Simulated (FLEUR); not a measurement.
# Collinear magnetic orders of Fe2O3 (Hematite) with FLEUR

A self-consistent run ends on one state, which hangs on the start. Several orders of Fe2O3 (Hematite) are started in FLEUR and their energies compared.

Program: FLEUR MaX-R8.1. Level of theory: PBE with U = 4.5 eV on Fe d; all-electron FLAPW, Dirac cores, scalar-relativistic bands. Results are calculated unless marked as measured.

## Step 1: The starting structure

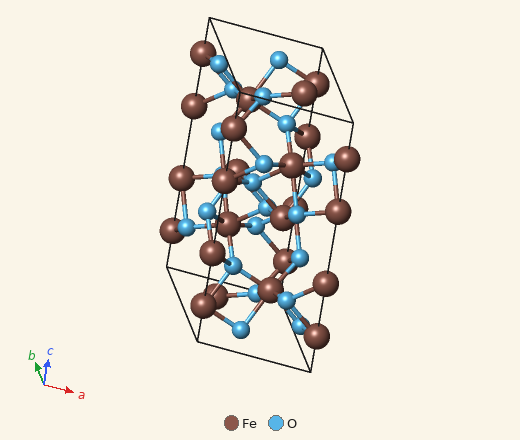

Start, viewed from a free direction; iron brown, oxygen blue. This picture shows the conventional cell, with its axes. Some periodic images of atoms are drawn too.

As a file:

```xyz
10
Lattice="2.5190 1.4543 4.5907 -2.5190 1.4543 4.5907 0.0000 -2.9087 4.5907" Properties=species:S:1:pos:R:3 pbc="T T T"
Fe    0.0000    0.0000    4.8932
Fe    0.0000    0.0000    1.9928
Fe    0.0000    0.0000    8.8788
Fe    0.0000    0.0000   11.7792
O    -0.9779    1.4543    8.0337
O    -0.7706   -1.5740    8.0337
O     1.7484    0.1197    8.0337
O     0.9779   -1.4543    5.7383
O     0.7706    1.5740    5.7383
O    -1.7484   -0.1197    5.7383
```

## Step 2: Start 1: ferro ++++

The parallel start is the test of whether parallel moments hold. The U counters the self-interaction that shrinks the moments of a localised shell.

inpgen writes inp.xml from crystal.txt; cutoffs, mixing, functional, smearing and local orbitals are then set in the file. The k list default-1 (kpts.xml, not shown) is a Γ-centred 6×6×6 mesh; where the ranks do not divide the number of points, some are split in two of half the weight.

inp.xml reads:

```
<?xml version="1.0" encoding="UTF-8" standalone="no"?>
<fleurInput fleurInputVersion="0.39">
   <comment>
      Fe2O3
   </comment>
   <calculationSetup>
      <cutoffs Kmax="4.4" Gmax="13.2" GmaxXC="13.2" numbands="0"/>
      <scfLoop itmax="120" minDistance="0.0001" maxIterBroyd="15" imix="Anderson" alpha="0.05" precondParam="0.0" spinf="2.0" sdNocoIR="T"/>
      <coreElectrons ctail="T" frcor="F" kcrel="0" coretail_lmax="0"/>
      <xcFunctional name="pbe" relativisticCorrections="F"/>
      <magnetism jspins="2"/>
      <soc l_soc="F" theta="0.0" phi="0.0" spav="F"/>
      <expertModes spex="0" secvar="F"/>
      <geometryOptimization l_f="F" forcealpha="1.0" forcemix="BFGS" epsdisp="0.00001" epsforce="0.00001"/>
      <ldaU l_linMix="F" mixParam="0.05" spinf="1.0"/>
   </calculationSetup>
   <cell>
      <bzIntegration valenceElectrons="100.0" mode="hist" fermiSmearingEnergy="0.00183747">
         <kPointListSelection listName="default-1"/>
         <xi:include xmlns:xi="http://www.w3.org/2001/XInclude" href="kpts.xml"> </xi:include>
      </bzIntegration>
      <xi:include xmlns:xi="http://www.w3.org/2001/XInclude" href="sym.xml"> </xi:include>
      <bulkLattice scale="1.0">
         <bravaisMatrix>
            <row-1>    4.7602201078862976     2.7483143606816314     8.6751027293933891</row-1>
            <row-2>   -4.7602201078862976     2.7483143606816314     8.6751027293933891</row-2>
            <row-3>    0.0000000000000000    -5.4966287213821596     8.6751027293933891</row-3>
         </bravaisMatrix>
      </bulkLattice>
   </cell>
   <atomSpecies>
      <species name="Iron (Fe) 4.000" element="Fe" atomicNumber="26">
         <mtSphere radius="2.29" gridPoints="757" logIncrement="0.016"/>
         <atomicCutoffs lmax="8" lnonsphr="6"/>
         <electronConfig flipSpins="F">
            <coreConfig>(1s1/2) (2s1/2) (2p1/2) (2p3/2)</coreConfig>
            <valenceConfig>(3s1/2) (3p1/2) (3p3/2) (4s1/2) (3d3/2) (3d5/2)</valenceConfig>
            <stateOccupation state="(3d3/2)" spinUp="2.0" spinDown="0.4"/>
            <stateOccupation state="(3d5/2)" spinUp="3.0" spinDown="0.6"/>
         </electronConfig>
         <energyParameters s="4" p="4" d="3" f="4"/>
         <ldaU l="2" U="4.5" J="0.0" l_amf="F"/>
         <lo type="SCLO" l="0" n="3" eDeriv="0"/>
         <lo type="SCLO" l="1" n="3" eDeriv="0"/>
      </species>
      <species name="Oxygen (O)" element="O" atomicNumber="8">
         <mtSphere radius="1.29" gridPoints="427" logIncrement="0.024"/>
         <atomicCutoffs lmax="6" lnonsphr="4"/>
         <electronConfig flipSpins="F">
            <coreConfig>(1s1/2)</coreConfig>
            <valenceConfig>(2s1/2) (2p1/2) (2p3/2)</valenceConfig>
            <stateOccupation state="(2p1/2)" spinUp="0.666667" spinDown="0.666667"/>
            <stateOccupation state="(2p3/2)" spinUp="1.333333" spinDown="1.333333"/>
         </electronConfig>
         <energyParameters s="2" p="2" d="3" f="4"/>
      </species>
   </atomSpecies>
   <atomGroups>
      <atomGroup species="Iron (Fe) 4.000">
         <relPos label="                   1">.3553000000 .3553000000 .3553000000</relPos>
         <relPos label="                   2">.1447000000 .1447000000 .1447000000</relPos>
         <relPos label="                   3">-.3553000000 -.3553000000 -.3553000000</relPos>
         <relPos label="                   4">-.1447000000 -.1447000000 -.1447000000</relPos>
         <force calculate="T" relaxXYZ="TTT"/>
      </atomGroup>
      <atomGroup species="Oxygen (O)">
         <relPos label="                   5">-.4441000000 -.0559000000 1.000/4.000</relPos>
         <relPos label="                   6">1.000/4.000 -.4441000000 -.0559000000</relPos>
         <relPos label="                   7">-.0559000000 1.000/4.000 -.4441000000</relPos>
         <relPos label="                   8">.4441000000 .0559000000 -1.000/4.000</relPos>
         <relPos label="                   9">-1.000/4.000 .4441000000 .0559000000</relPos>
         <relPos label="                  10">.0559000000 -1.000/4.000 .4441000000</relPos>
         <force calculate="T" relaxXYZ="TTT"/>
      </atomGroup>
   </atomGroups>
   <output dos="F" band="F" slice="F">
      <bandDOS minEnergy="-.5*Htr" maxEnergy="0.5*Htr" sigma="0.015" storeEVData="T"/>
      <plotting iplot="0" polar="F">
         <plot TwoD="T" vec1="  1.0  0.0  0.0" vec2="  0.0  1.0  0.0" vec3="  0.0  0.0  1.0" zero="  0.0  0.0  0.0" file="plot"/>
      </plotting>
      <moessbauerParams electricFieldGradient="F" isomerShift="F" coreHyperfine="F" valenceHyperfine="F"/>
   </output>
</fleurInput>
```

crystal.txt reads:

```
Fe2O3
&input film=F cartesian=F /
2.51900000001  1.45434532809  4.59066666670
-2.51900000001  1.45434532809  4.59066666670
0.00000000000  -2.90869065619  4.59066666670
1.8897261246
1.0 1.0 1.0

10
26 0.35530000000  0.35530000000  0.35530000000 : 4.000
26 0.14470000000  0.14470000000  0.14470000000 : 4.000
26 0.64470000000  0.64470000000  0.64470000000 : 4.000
26 0.85530000000  0.85530000000  0.85530000000 : 4.000
8 0.55590000000  0.94410000000  0.25000000000
8 0.25000000000  0.55590000000  0.94410000000
8 0.94410000000  0.25000000000  0.55590000000
8 0.44410000000  0.05590000000  0.75000000000
8 0.75000000000  0.44410000000  0.05590000000
8 0.05590000000  0.75000000000  0.44410000000

&kpt div1=6 div2=6 div3=6 gamma=T /
```

Launch:

```console
$ OMP_NUM_THREADS=1 inpgen -f crystal.txt > inpgen.log  # inp.xml is then edited as shown
$ OMP_NUM_THREADS=1 mpirun -n 4 fleur_MPI > fleur.log
```

What it wrote:

```text
Welcome to FLEUR        (www.flapw.de)
      MaX-Release 8.1          (www.max-centre.eu)

 ========== k-point set info ==========
 Selected k-point list: default-1
 k-point list type: mesh
 6 x 6 x 6
 Number of k points: 32

 ------------Calculation Setup---------------------------
 Number of MPI-tasks      :            4
 Number of PE/node        :            4
 Number of OMP-threads    :            1
 k-points in parallel     :            4
 pe's per k-point         :            1
 No of k-point loops      :            8
 Eigenvalue solver        :       lapack
 Number of basis functions:         1056
 Approximate size of matrices (H+S) per k-point:         0.017 GB
 --------------------------------------------------------
 no density matrix found ... skipping LDA+U
 Reset of history
 Iteration:     1   Distance:      32.28449714 me/bohr^3
 Iteration:     2   Distance:      28.29547704 me/bohr^3
 Iteration:     3   Distance:      23.85240207 me/bohr^3
 Iteration:     4   Distance:      16.08292921 me/bohr^3
 Iteration:     5   Distance:      16.63909026 me/bohr^3
 Iteration:     6   Distance:       3.68408648 me/bohr^3
 Iteration:     7   Distance:       3.12410569 me/bohr^3
 Iteration:     8   Distance:       2.00294423 me/bohr^3
 Iteration:     9   Distance:       0.48221907 me/bohr^3
 Iteration:    10   Distance:       0.29700291 me/bohr^3
 Iteration:    11   Distance:       0.08795496 me/bohr^3
 Iteration:    12   Distance:       0.06006243 me/bohr^3
 Iteration:    13   Distance:       0.01721772 me/bohr^3
 Iteration:    14   Distance:       0.00940412 me/bohr^3
 Iteration:    15   Distance:       0.00187351 me/bohr^3
 Iteration:    16   Distance:       0.00026824 me/bohr^3
 Iteration:    17   Distance:       0.00025479 me/bohr^3
 Iteration:    18   Distance:       0.00016294 me/bohr^3
 Iteration:    19   Distance:       0.00006227 me/bohr^3

 ********************************************************************
 Run finished successfully
 Stop message:
   all done
 ********************************************************************

--- out.xml (last complete iteration) ---
<iteration numberForCurrentRun="   19" overallNumber="   19">
         [... left out ...]
         <bandgap value="1.1801450524" units="eV"/>
         <sumValenceSingleParticleEnergies value="-65.7402067820" units="Htr"/>
         <FermiEnergy value="0.2598106383" units="Htr"/>
         <valenceDensity>
            <mtCharges spin="1">
               <mtCharge atomType="1" total="9.4012427" s="1.1737271" p="3.2229029" d="4.9391792" f="0.0467699"/>
               <mtCharge atomType="2" total="2.2012192" s="0.6461335" p="1.5522736" d="0.0024401" f="0.0003110"/>
            </mtCharges>
            <mtCharges spin="2">
               <mtCharge atomType="1" total="5.0828206" s="1.1456348" p="3.1866766" d="0.6932248" f="0.0411905"/>
               <mtCharge atomType="2" total="1.8868298" s="0.6217140" p="1.2640663" d="0.0009202" f="0.0001057"/>
            </mtCharges>
            <spinDependentCharge spin="1" total="60.0000000" interstitial="9.1877141" mtSpheres="50.8122859"/>
            <spinDependentCharge spin="2" total="40.0000000" interstitial="8.3477387" mtSpheres="31.6522613"/>
            <totalCharge value="100.0000000000"/>
         </valenceDensity>
         [... left out ...]
         <allElectronCharges>
            <spinDependentCharge spin="1" total="86.0000000" interstitial="9.1877264" mtSpheres="76.8122736"/>
            <spinDependentCharge spin="2" total="66.0000000" interstitial="8.3477509" mtSpheres="57.6522491"/>
            <totalCharge value="151.9999999949"/>
         </allElectronCharges>
         <magneticMomentsInMTSpheres units="muBohr">
            <globalMagMoment atomType="1" vec="0.00000   0.00000   4.31842"/>
            <localMagMoment atomType="1" vec="0.00000   0.00000   4.31842"/>
            <globalMagMoment atomType="2" vec="0.00000   0.00000   0.31439"/>
            <localMagMoment atomType="2" vec="0.00000   0.00000   0.31439"/>
         </magneticMomentsInMTSpheres>
         <moessbauerParams unitsHFF="kG" unitsIS="e/bohr^3" unitsEFG="Htr/bohr^2">
         </moessbauerParams>
         <totalEnergy value="    -5542.3291242518" units="Htr">
            <sumOfEigenvalues value="    -3181.8999910807">
               <coreElectrons value="-3116.1597842988"/>
               <valenceElectrons value="-65.7402067820"/>
            </sumOfEigenvalues>
            <densityCoulombPotentialIntegral value="-8435.3204796398"/>
            <densityEffectivePotentialIntegral value="-8791.9431381520"/>
            <chargeDenXCDenIntegral value="-275.1843697252"/>
            <FockExchangeEnergyValence value="0.0000000000"/>
            <FockExchangeEnergyCore value="0.0000000000"/>
            <atomTypeDependentContributions atomType="1">
               <electronNucleiInteractionDifferentMTs value="6067.4855422315"/>
               <MadelungTerm value="-46.0903395695"/>
            </atomTypeDependentContributions>
            <atomTypeDependentContributions atomType="2">
               <electronNucleiInteractionDifferentMTs value="510.6418128572"/>
               <MadelungTerm value="-36.9689298680"/>
            </atomTypeDependentContributions>
            <dftUCorrection value="-1.6589627482"/>
            <tkbTimesEntropy value="0.0000000000"/>
            <freeEnergy value="-5542.3291242518"/>
            <extrapolationTo0K value="-5542.3291242518"/>
         </totalEnergy>
         <ldaUDensityMatrix>
            <densityMatrixFor spin="1" atomType="1" uIndex="1" l="2" U="4.50000000" J="0.00000000">
               (+0.98719,+0.00000) (+0.00000,+0.00000) (+0.00000,+0.00000) (+0.01862,+0.00272) (+0.00000,+0.00000)
               (+0.00000,+0.00000) (+0.99586,+0.00000) (+0.00000,+0.00000) (+0.00000,+0.00000) (-0.01862,-0.00272)
               (+0.00000,+0.00000) (+0.00000,+0.00000) (+0.97308,+0.00000) (+0.00000,+0.00000) (+0.00000,+0.00000)
               (+0.01862,-0.00272) (+0.00000,+0.00000) (+0.00000,+0.00000) (+0.99586,+0.00000) (+0.00000,+0.00000)
               (+0.00000,+0.00000) (-0.01862,+0.00272) (+0.00000,+0.00000) (+0.00000,+0.00000) (+0.98719,+0.00000)
            </densityMatrixFor>
            <densityMatrixFor spin="2" atomType="1" uIndex="1" l="2" U="4.50000000" J="0.00000000">
               (+0.12998,+0.00000) (+0.00000,+0.00000) (+0.00000,+0.00000) (+0.08664,+0.01759) (+0.00000,+0.00000)
               (+0.00000,+0.00000) (+0.17946,+0.00000) (+0.00000,+0.00000) (+0.00000,+0.00000) (-0.08664,-0.01759)
               (+0.00000,+0.00000) (+0.00000,+0.00000) (+0.07435,+0.00000) (+0.00000,+0.00000) (+0.00000,+0.00000)
               (+0.08664,-0.01759) (+0.00000,+0.00000) (+0.00000,+0.00000) (+0.17946,+0.00000) (+0.00000,+0.00000)
               (+0.00000,+0.00000) (-0.08664,+0.01759) (+0.00000,+0.00000) (+0.00000,+0.00000) (+0.12998,+0.00000)
            </densityMatrixFor>
         </ldaUDensityMatrix>
         <ldaUDensityMatrixConvergence>
            <distance spin="1" distance="0.000000"/>
            <distance spin="2" distance="0.000001"/>
         </ldaUDensityMatrixConvergence>
         <densityConvergence units="me/bohr^3">
            <chargeDensity spin="1" distance="0.0000434105"/>
            <chargeDensity spin="2" distance="0.0000266164"/>
            <overallChargeDensity distance="0.0000622686"/>
            <spinDensity distance="0.0000361724"/>
         </densityConvergence>
      </iteration>
```

The job ended after 2.3 min (4 MPI ranks of Arm Neoverse V2, shared host; peak memory 0.43 GiB; 9.3 min of CPU time).

Spin moment in the muffin-tin sphere by atom:

| atom | spin moment in the muffin-tin sphere (μB) |
| --- | --- |
| Fe1 | 4.32 |
| Fe2 | 4.32 |
| Fe3 | 4.32 |
| Fe4 | 4.32 |
| O5 | 0.31 |
| O6 | 0.31 |
| O7 | 0.31 |
| O8 | 0.31 |
| O9 | 0.31 |
| O10 | 0.31 |

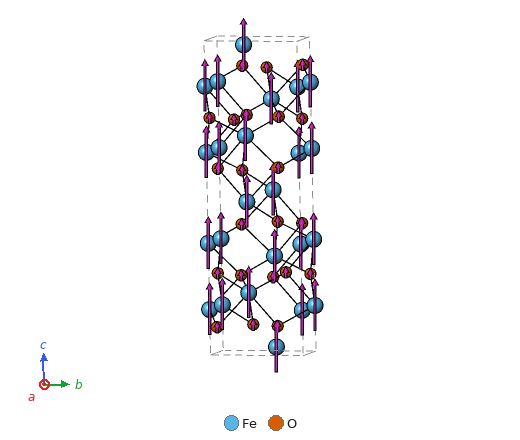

Spin moment in the muffin-tin sphere as arrows, the longest 4.32 μB. Up and down stand for the sign. Arrows give size and sign along the axis of quantisation, drawn up and down the page. Each arrow also spans its atom, so small moments look longer than they are. Some periodic images of atoms are drawn too.

This step gave:

```yaml
free_energy: -150814.4585 eV
program_s_band_gap_on_this_mesh_in_a_metal_only_a_level_spacing: 1.180 eV
magnetization: 20 μB
final_state: ferromagnetic
```

After 19 cycles the largest moment stands at 4.32 μB.

[end of part 1 of 3]

[Logs and program files are shortened in this print: banners, set-up blocks, solver, clock and traceback lines can be left out without a mark of their own.]

[Logs are printed without paths, hosts, clocks, repeated set-up lines and the standing remarks that a program may print on its own settings, such as how far it seeks lower states.]

[Hosts, paths, dates, database ids (printed as entryN), source tags and the programs' standing remarks are cut or masked in the printed files.]

[Where a cell is said to come from a database of computed structures, the database is the Materials Project.]
